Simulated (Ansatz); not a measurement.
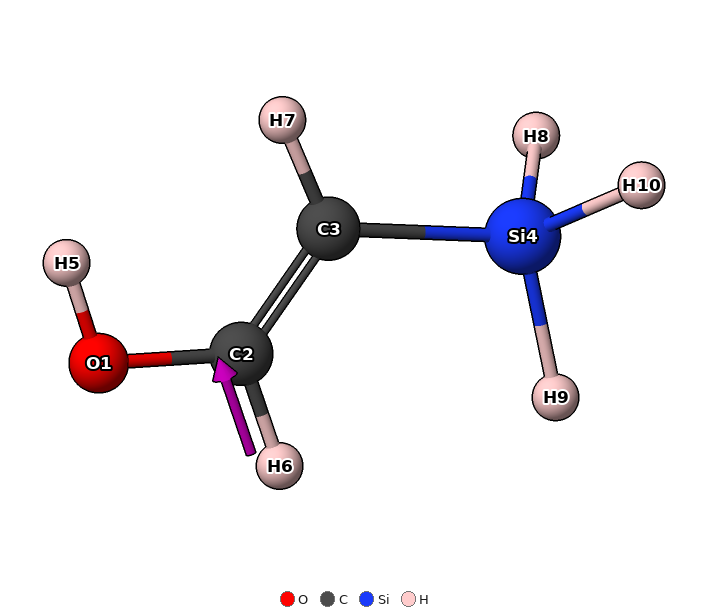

The arrows show one normal mode. Harmonic vibrations computed with RKS PBE0-D4/def2-TZVP (Ansatz 0.2.0) at a stationary point of the same level.

Describe the motion.

Answer. Mostly C–H stretching.

At what wavenumber does it lie?

Answer. 3191 cm⁻¹; it is mode 23 of 24 counted from the lowest.
